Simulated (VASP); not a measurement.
Band structure of Rb (bcc). All values below come from r2SCAN meta-GGA, VASP's PBE PAW potentials (set 64) (plane waves; VASP 6.6.1).

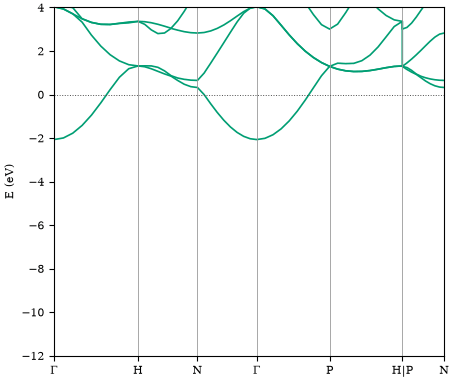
Fig. 1. Bands along high-symmetry lines, zero at the valence-band maximum or, without a gap, the Fermi level

Task: Read the plot: is there a gap, and where are the band edges?

Result: It has no gap at this level: it comes out as a metal or semimetal.

The compound is Rb in the bcc structure. It was relaxed first, which changed the volume by +6 %.
